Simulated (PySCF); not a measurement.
# C₆H₉Cl₂FO: NMR shielding calculation

- system: C₆H₉Cl₂FO
- method: GIAO KT3/cc-pVDZ NMR shielding, non-relativistic, gas phase (PySCF 2.14.0)

The geometry comes from this level: GFN2-xTB. Figures and captions count atoms from 1; the log counts them from 0 in places.

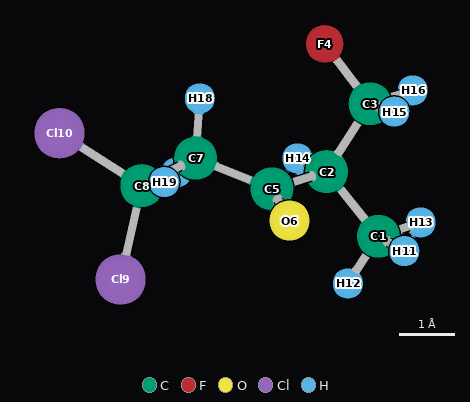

The input geometry (ball-and-stick view, seen at a tilt; atoms are numbered from 1 in the order of the input).

### Summary

- outcome: converged
- total energy: −1341.688742 hartree
- HOMO: −6.13 eV
- LUMO: −1.87 eV
- dipole moment: 3.26 D
- isotropic shielding, C: 3.1 to 183.0 ppm
- isotropic shielding, F: 398.9 ppm
- isotropic shielding, O: −202.8 ppm
- isotropic shielding, Cl: 690.3 to 715.6 ppm
- isotropic shielding, H: 25.3 to 31.4 ppm
- hardware: 1 CPU thread, shared host
- wall time: 64 s
- peak memory: 0.87 GiB

### Input
```
{"job": {"xc": "KT3", "basis": "cc-pVDZ", "grid": 3, "kind": "nmr", "pop": false}, "charge": 0, "multiplicity": 1}
C     -1.937185     1.311857     0.128886
C     -1.108491     0.049890    -0.096241
C     -1.671074    -1.103030     0.742444
F     -1.005636    -2.269383     0.454409
C      0.333162     0.272918     0.352235
O      0.607636     0.886481     1.347382
C      1.370910    -0.414925    -0.514502
C      2.780191    -0.005763    -0.131307
Cl     3.095255     1.658873    -0.674829
Cl     3.973304    -1.100687    -0.866348
H     -1.848920     1.631620     1.163933
H     -1.574385     2.113565    -0.508895
H     -2.983963     1.129612    -0.099639
H     -1.135458    -0.246553    -1.147825
H     -1.541188    -0.913238     1.812222
H     -2.726492    -1.276923     0.511849
H      1.187510    -0.196958    -1.567976
H      1.246283    -1.493423    -0.371100
H      2.928736    -0.024684     0.950479
```

The first line tells a small driver script what to run in PySCF; the rest is the geometry in Å.

Command:
```bash
OMP_NUM_THREADS=1 python <driver script> task.json out
```

### The program's output
```
coarse grid: 17520 points
cycle   1  E = -1341.4034683843  dE =  1.176e+00  |g| = 1.087e+00  |ddm| = 8.235e+00
cycle   2  E = -1340.2360576685  dE =  1.167e+00  |g| = 2.520e+00  |ddm| = 5.148e+00
cycle   3  E = -1341.5938512999  dE = -1.358e+00  |g| = 4.623e-01  |ddm| = 3.956e+00
cycle   4  E = -1341.6402997727  dE = -4.645e-02  |g| = 1.437e-01  |ddm| = 8.498e-01
cycle   5  E = -1341.6434869212  dE = -3.187e-03  |g| = 6.042e-02  |ddm| = 2.455e-01
cycle   6  E = -1341.6442678230  dE = -7.809e-04  |g| = 1.626e-02  |ddm| = 1.089e-01
cycle   7  E = -1341.6443287335  dE = -6.091e-05  |g| = 4.741e-03  |ddm| = 3.010e-02
cycle   8  E = -1341.6443336960  dE = -4.963e-06  |g| = 1.725e-03  |ddm| = 8.787e-03
final grid: 239088 points
cycle   9  E = -1341.6886320015  dE = -1.097e-04  |g| = 2.286e-02  |ddm| = 1.450e-01
cycle  10  E = -1341.6883106521  dE =  3.213e-04  |g| = 4.553e-02  |ddm| = 1.022e-01
cycle  11  E = -1341.6887198607  dE = -4.092e-04  |g| = 1.016e-02  |ddm| = 6.661e-02
cycle  12  E = -1341.6887410887  dE = -2.123e-05  |g| = 2.070e-03  |ddm| = 1.495e-02
cycle  13  E = -1341.6887420245  dE = -9.358e-07  |g| = 3.474e-04  |ddm| = 3.410e-03
cycle  14  E = -1341.6887420499  dE = -2.537e-08  |g| = 1.320e-04  |ddm| = 6.524e-04
cycle  15  E = -1341.6887420540  dE = -4.129e-09  |g| = 2.940e-05  |ddm| = 2.421e-04
cycle  16  E = -1341.6887420542  dE = -1.928e-10  |g| = 9.027e-06  |ddm| = 5.634e-05
```

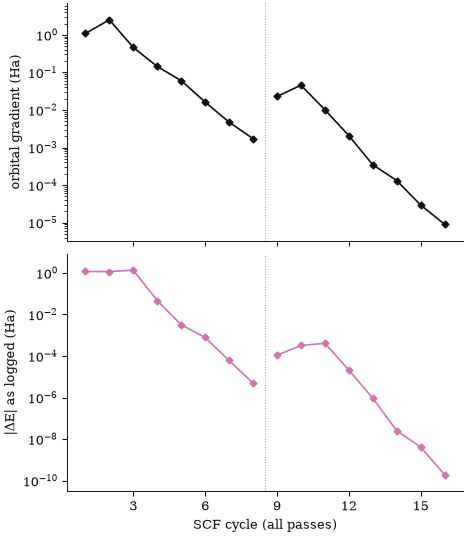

Convergence of the self-consistent field: orbital gradient and size of the energy change against the SCF cycle. The dotted line marks the change from a coarse to the final integration grid. The first 8 cycles use a coarse grid, the final grid takes over at cycle 9, and the field converges after 16 cycles in all.

```
converged SCF energy = -1341.6887420542

GIAO shielding tensors (ppm)
atom      isotropic    diamagn.    paramagn.     s11        s22        s33       span
  0 C      182.978     244.274     -61.296    171.470    181.346    196.116     24.646
  1 C      144.106     250.964    -106.858    131.125    143.440    157.754     26.629
  2 C      109.208     242.235    -133.026     74.104     97.106    156.415     82.311
  3 F      398.948     475.639     -76.691    361.554    386.524    448.766     87.212
  4 C        3.139     253.214    -250.075    -67.915    -30.118    107.450    175.366
  5 O     -202.826     402.124    -604.950   -697.570   -307.387    396.479   1094.048
  6 C      134.104     250.697    -116.594    102.072    121.582    178.657     76.585
  7 C      110.732     243.250    -132.518     66.499    125.016    140.681     74.182
  8 Cl     690.317    1146.359    -456.042    455.940    596.042   1018.970    563.030
  9 Cl     715.637    1144.486    -428.849    435.710    679.631   1031.572    595.862
 10 H       30.472      30.794      -0.321     26.411     29.312     35.694      9.283
 11 H       30.900      30.594       0.306     26.769     29.337     36.593      9.823
 12 H       31.367      28.586       2.781     27.299     29.002     37.801     10.502
 13 H       29.069      35.220      -6.151     26.373     28.939     31.897      5.524
 14 H       27.296      30.728      -3.431     23.732     28.108     30.049      6.316
 15 H       27.187      28.650      -1.464     22.524     28.696     30.340      7.817
 16 H       28.453      32.355      -3.902     25.788     26.923     32.648      6.859
 17 H       28.400      32.114      -3.714     23.528     27.469     34.204     10.675
 18 H       25.343      29.287      -3.944     21.499     25.576     28.953      7.455
```

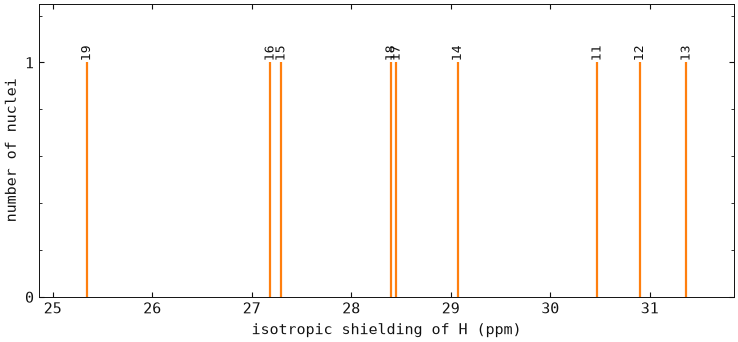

Isotropic shieldings of the hydrogen nuclei in this fixed geometry, labelled by atom number; shielding grows to the right, so chemical shift grows to the left. The least shielded is H19 (25.3 ppm), the most shielded H13 (31.4 ppm).
